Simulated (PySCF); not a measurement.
## Geometry relaxation, with input and output: Ge₂SiH₈S

The run: geometry relaxation of Ge₂SiH₈S, SMILES [SiH3][GeH2][GeH2][SH]. Method and program: PBE0-D3(BJ)/def2-SVP geometry optimisation, gas phase (PySCF 2.14.0).

It belongs to a series of runs on one base structure; here: H on Ge replaced by SH.

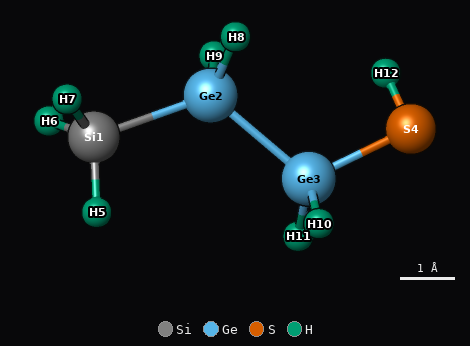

*The input geometry (ball-and-stick view, seen at a tilt; atoms are numbered from 1 in the order of the input). Sticks mark near contacts.*

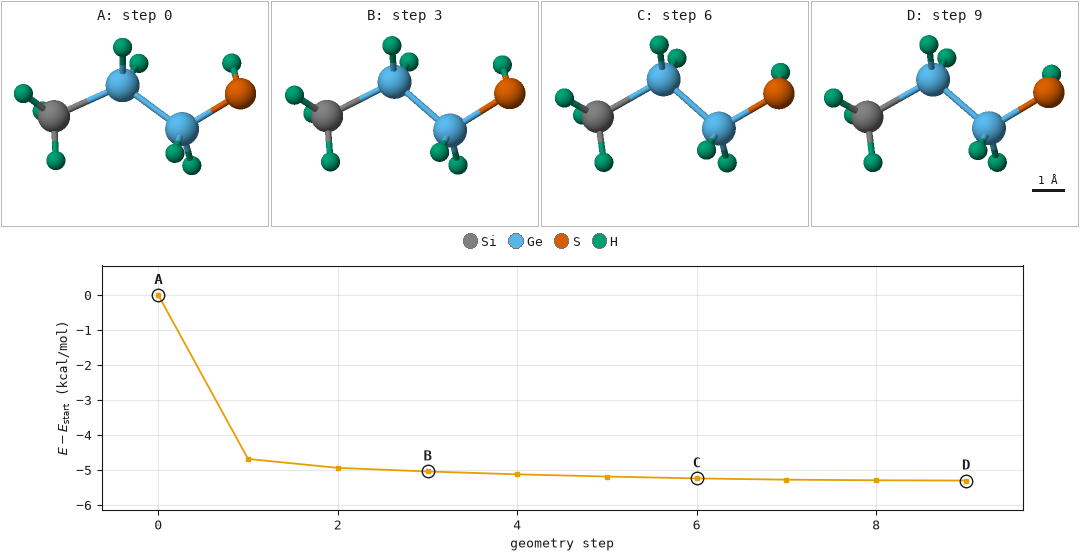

*Frames of the relaxation (ball-and-stick view, seen at a tilt) above the curves, on which the letters mark them (steps are counted from 0).*

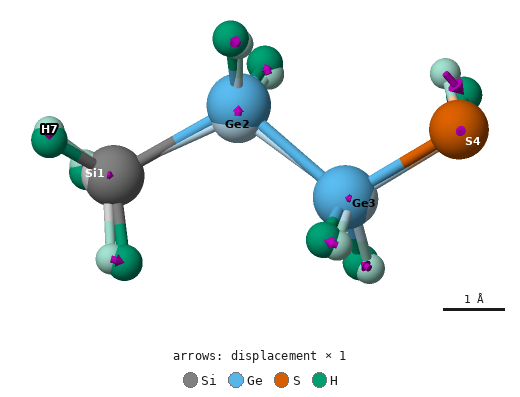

*Start (faint) and end (solid) with the displacements as pink arrows, at true length (ball-and-stick view, seen at a tilt). The two geometries are laid on each other by the best rigid fit.*

The largest move after the best rigid fit is that of H12, 0.52 Å. By element the largest moves are H 0.52 Å, Ge 0.18 Å, S 0.15 Å, Si 0.11 Å. Among the contacts that change: Ge3–S4 2.166 → 2.238 Å, Si1–H5 1.440 → 1.496 Å, S4–H12 1.318 → 1.351 Å, Si1–H7 1.462 → 1.494 Å. Among the angles that change: Si1–Ge2–Ge3 120.0° → 110.7°, H8–Ge2–H9 99.7° → 107.5°, H10–Ge3–H11 101.4° → 108.8°. Over 9 geometry steps the energy falls by 5.30 kcal/mol. The largest force component goes from 1.2 to 0.018 eV/Å. (Atoms are counted from 1 in the order of the input.)

These pictures come from the run below.

### Input
```
{"job": {"xc": "PBE0", "basis": "def2-SVP", "d3": "d3bj", "grid": 1, "shake": 0.01, "kind": "geom"}, "charge": 0, "multiplicity": 1}
Si     2.500900    -0.100570    -0.081510
Ge     0.244790     0.636690    -0.316800
Ge    -1.579250    -0.818640     0.333860
S     -3.542920     0.001090    -0.072430
H      2.502020    -1.457370     0.400820
H      3.159650     0.805000     0.863140
H      3.165960    -0.014050    -1.380100
H     -0.092630     1.097900    -1.724670
H     -0.030600     1.941170     0.455560
H     -1.572250    -2.177390    -0.329000
H     -1.532180    -1.207960     1.829570
H     -3.183790     1.265850     0.012520
```

The first line tells a small driver script what to run in PySCF; the rest is the geometry in Å.

Launched with:
```bash
OMP_NUM_THREADS=1 python <driver script> task.json out
```

### Log
```
step   0  E = -4844.99912783  max force = 0.023305
step   1  E = -4845.00658600  max force = 0.005247
step   2  E = -4845.00699156  max force = 0.001466
step   3  E = -4845.00715601  max force = 0.001360
step   4  E = -4845.00728560  max force = 0.001378
step   5  E = -4845.00738708  max force = 0.001537
step   6  E = -4845.00747144  max force = 0.001374
step   7  E = -4845.00752947  max force = 0.000602
step   8  E = -4845.00755579  max force = 0.000310
step   9  E = -4845.00756957  max force = 0.000342
optimisation converged
```

### Trajectory as extended XYZ (Å, eV, eV/Å), 10 frames, from step=0 to step=9
```
12
Properties=species:S:1:pos:R:3:forces:R:3 step=0 energy=-131839.14153
Si    2.5009   -0.1006   -0.0815   -0.6730   0.6857  -0.1685
Ge    0.2448    0.6367   -0.3168   -0.3555   0.2481   0.1566
Ge   -1.5793   -0.8186    0.3339    0.9080  -0.5059   0.7864
S    -3.5429    0.0011   -0.0724   -1.1984  -0.3449  -0.4520
H     2.5020   -1.4574    0.4008    0.0965  -0.9964   0.3773
H     3.1597    0.8050    0.8631    0.2940   0.2531   0.3876
H     3.1660   -0.0140   -1.3801    0.2836  -0.0086  -0.5385
H    -0.0926    1.0979   -1.7247    0.0385  -0.0708  -0.5454
H    -0.0306    1.9412    0.4556    0.1365   0.0282   0.2702
H    -1.5722   -2.1774   -0.3290    0.0621  -0.4118  -0.4807
H    -1.5322   -1.2080    1.8296    0.1666   0.2028   0.1066
H    -3.1838    1.2658    0.0125    0.2410   0.9207   0.1005
12
Properties=species:S:1:pos:R:3:forces:R:3 step=1 energy=-131839.34448
Si    2.4103   -0.0797   -0.0824    0.0043  -0.0262  -0.0001
Ge    0.1732    0.7106   -0.3433   -0.1648   0.1932  -0.1223
Ge   -1.5106   -0.8777    0.3718   -0.0798  -0.1382   0.0022
S    -3.5420   -0.0232   -0.0983    0.1759   0.1522   0.0217
H     2.4168   -1.4892    0.4208   -0.0204   0.0359  -0.0187
H     3.1287    0.7844    0.8983    0.0379   0.0129   0.0304
H     3.1161   -0.0284   -1.3962    0.0270  -0.0123  -0.0186
H    -0.1294    1.1245   -1.8059    0.0619  -0.1302   0.0971
H    -0.0553    1.9960    0.4899    0.0437  -0.0910   0.0257
H    -1.4418   -2.2345   -0.3764   -0.0140   0.1981   0.0327
H    -1.3709   -1.1889    1.8831   -0.0287   0.0755  -0.0682
H    -3.1594    1.2766    0.0285   -0.0431  -0.2698   0.0181
12
Properties=species:S:1:pos:R:3:forces:R:3 step=2 energy=-131839.35552
Si    2.4084   -0.0750   -0.0816   -0.0001   0.0178  -0.0011
Ge    0.1695    0.7200   -0.3470   -0.0626   0.0754  -0.0188
Ge   -1.5089   -0.8711    0.3683   -0.0293  -0.0258   0.0161
S    -3.5400   -0.0409   -0.1057    0.0539  -0.0112  -0.0225
H     2.3992   -1.4814    0.4242   -0.0062  -0.0019  -0.0021
H     3.1365    0.7846    0.8998    0.0087  -0.0072   0.0012
H     3.1203   -0.0369   -1.3944    0.0062  -0.0057   0.0027
H    -0.1228    1.1076   -1.8095    0.0227  -0.0526  -0.0214
H    -0.0541    1.9994    0.4883    0.0246  -0.0149   0.0288
H    -1.4291   -2.2091   -0.3879    0.0049   0.0086  -0.0296
H    -1.3780   -1.1736    1.8762   -0.0043   0.0339   0.0136
H    -3.1653    1.2468    0.0593   -0.0183  -0.0164   0.0330
12
Properties=species:S:1:pos:R:3:forces:R:3 step=3 energy=-131839.35999
Si    2.4042   -0.0693   -0.0778   -0.0061   0.0166   0.0011
Ge    0.1676    0.7346   -0.3533   -0.0064   0.0151   0.0171
Ge   -1.5020   -0.8654    0.3624    0.0181   0.0114   0.0233
S    -3.5374   -0.0656   -0.1202   -0.0202  -0.0639  -0.0563
H     2.3770   -1.4734    0.4330    0.0032  -0.0128   0.0049
H     3.1418    0.7841    0.9028   -0.0039  -0.0077  -0.0050
H     3.1231   -0.0479   -1.3876   -0.0030   0.0003   0.0065
H    -0.1115    1.0924   -1.8238    0.0019  -0.0030  -0.0344
H    -0.0509    2.0135    0.4818    0.0088   0.0119   0.0006
H    -1.4013   -2.1922   -0.4057    0.0037  -0.0425  -0.0191
H    -1.3788   -1.1588    1.8719    0.0088   0.0046   0.0169
H    -3.1962    1.2187    0.1064   -0.0050   0.0700   0.0445
12
Properties=species:S:1:pos:R:3:forces:R:3 step=4 energy=-131839.36352
Si    2.3975   -0.0615   -0.0692   -0.0089  -0.0005   0.0056
Ge    0.1677    0.7585   -0.3648    0.0367  -0.0455   0.0321
Ge   -1.4881   -0.8567    0.3519    0.0465   0.0425   0.0079
S    -3.5339   -0.1057   -0.1492   -0.0495  -0.0549  -0.0708
H     2.3465   -1.4625    0.4497    0.0087  -0.0097   0.0068
H     3.1454    0.7840    0.9105   -0.0110  -0.0015  -0.0045
H     3.1266   -0.0632   -1.3738   -0.0074   0.0063   0.0049
H    -0.0923    1.0791   -1.8468   -0.0156   0.0380  -0.0228
H    -0.0457    2.0422    0.4622   -0.0084   0.0301  -0.0264
H    -1.3550   -2.1737   -0.4276   -0.0031  -0.0569   0.0062
H    -1.3737   -1.1411    1.8633    0.0163  -0.0179   0.0142
H    -3.2594    1.1712    0.1838   -0.0044   0.0700   0.0468
12
Properties=species:S:1:pos:R:3:forces:R:3 step=5 energy=-131839.36628
Si    2.3906   -0.0529   -0.0567   -0.0054  -0.0149   0.0074
Ge    0.1709    0.7855   -0.3810    0.0575  -0.0790   0.0293
Ge   -1.4702   -0.8453    0.3372    0.0397   0.0505  -0.0130
S    -3.5292   -0.1510   -0.1881   -0.0378  -0.0165  -0.0514
H     2.3165   -1.4503    0.4714    0.0078  -0.0006   0.0049
H     3.1436    0.7865    0.9239   -0.0121   0.0058  -0.0011
H     3.1323   -0.0770   -1.3539   -0.0060   0.0093   0.0017
H    -0.0690    1.0743   -1.8735   -0.0246   0.0538  -0.0032
H    -0.0403    2.0796    0.4292   -0.0192   0.0300  -0.0381
H    -1.3041   -2.1578   -0.4460   -0.0075  -0.0441   0.0263
H    -1.3632   -1.1231    1.8507    0.0141  -0.0226   0.0045
H    -3.3421    1.1021    0.2768   -0.0063   0.0285   0.0328
12
Properties=species:S:1:pos:R:3:forces:R:3 step=6 energy=-131839.36858
Si    2.3876   -0.0454   -0.0441    0.0016  -0.0156   0.0046
Ge    0.1766    0.8029   -0.3990    0.0508  -0.0707   0.0115
Ge   -1.4562   -0.8357    0.3214    0.0107   0.0288  -0.0257
S    -3.5251   -0.1818   -0.2220   -0.0116   0.0191  -0.0110
H     2.3003   -1.4399    0.4914    0.0028   0.0067   0.0012
H     3.1352    0.7942    0.9400   -0.0085   0.0091   0.0021
H     3.1428   -0.0821   -1.3329   -0.0007   0.0077   0.0000
H    -0.0496    1.0778   -1.8973   -0.0209   0.0379   0.0117
H    -0.0378    2.1090    0.3907   -0.0203   0.0163  -0.0268
H    -1.2709   -2.1519   -0.4546   -0.0078  -0.0141   0.0291
H    -1.3531   -1.1096    1.8366    0.0055  -0.0112  -0.0029
H    -3.4142    1.0330    0.3596   -0.0016  -0.0139   0.0064
12
Properties=species:S:1:pos:R:3:forces:R:3 step=7 energy=-131839.37015
Si    2.3910   -0.0410   -0.0368    0.0059  -0.0040   0.0002
Ge    0.1815    0.8000   -0.4114    0.0238  -0.0309  -0.0070
Ge   -1.4538   -0.8348    0.3105   -0.0126  -0.0002  -0.0176
S    -3.5248   -0.1845   -0.2359    0.0110   0.0228   0.0106
H     2.3071   -1.4343    0.5020   -0.0012   0.0072  -0.0013
H     3.1234    0.8065    0.9517   -0.0035   0.0068   0.0034
H     3.1567   -0.0748   -1.3194    0.0036   0.0038   0.0006
H    -0.0427    1.0811   -1.9095   -0.0081   0.0064   0.0126
H    -0.0417    2.1131    0.3650   -0.0128   0.0006  -0.0048
H    -1.2711   -2.1603   -0.4521   -0.0073   0.0098   0.0150
H    -1.3509   -1.1064    1.8266   -0.0011   0.0043  -0.0037
H    -3.4390    1.0060    0.3992    0.0024  -0.0265  -0.0079
12
Properties=species:S:1:pos:R:3:forces:R:3 step=8 energy=-131839.37087
Si    2.3969   -0.0360   -0.0326    0.0047   0.0075  -0.0017
Ge    0.1839    0.7889   -0.4191    0.0027  -0.0001  -0.0112
Ge   -1.4570   -0.8392    0.3039   -0.0145  -0.0134  -0.0019
S    -3.5251   -0.1777   -0.2411    0.0159   0.0109   0.0088
H     2.3224   -1.4292    0.5069   -0.0014   0.0032  -0.0012
H     3.1128    0.8208    0.9601   -0.0009   0.0028   0.0030
H     3.1709   -0.0616   -1.3104    0.0040   0.0016   0.0019
H    -0.0417    1.0770   -1.9155    0.0011  -0.0122   0.0037
H    -0.0500    2.1040    0.3518   -0.0047  -0.0060   0.0073
H    -1.2842   -2.1714   -0.4484   -0.0051   0.0111  -0.0003
H    -1.3549   -1.1067    1.8209   -0.0029   0.0105  -0.0012
H    -3.4382    1.0018    0.4134    0.0010  -0.0159  -0.0073
12
Properties=species:S:1:pos:R:3:forces:R:3 step=9 energy=-131839.37124
Si    2.4027   -0.0277   -0.0275    0.0012   0.0127  -0.0012
Ge    0.1850    0.7780   -0.4260   -0.0082   0.0143  -0.0073
Ge   -1.4602   -0.8451    0.2979   -0.0042  -0.0164   0.0088
S    -3.5239   -0.1736   -0.2484    0.0075   0.0007   0.0021
H     2.3378   -1.4210    0.5119    0.0004  -0.0005  -0.0003
H     3.1022    0.8374    0.9698   -0.0003  -0.0002   0.0025
H     3.1858   -0.0449   -1.2999    0.0027   0.0011   0.0026
H    -0.0396    1.0665   -1.9222    0.0054  -0.0176  -0.0043
H    -0.0604    2.0932    0.3417    0.0005  -0.0056   0.0087
H    -1.2957   -2.1814   -0.4475   -0.0015   0.0044  -0.0081
H    -1.3610   -1.1059    1.8162   -0.0028   0.0086   0.0003
H    -3.4370    0.9952    0.4239   -0.0009  -0.0016  -0.0039
```

### Results in brief

| quantity | value |
| --- | --- |
| outcome | converged |
| total energy | −4845.007570 hartree |
| dipole moment | 1.50 D |
| point group | C1 |
| hardware | 1 CPU thread, shared host |
| wall time | 1.9 min |
| peak memory | 0.61 GiB |
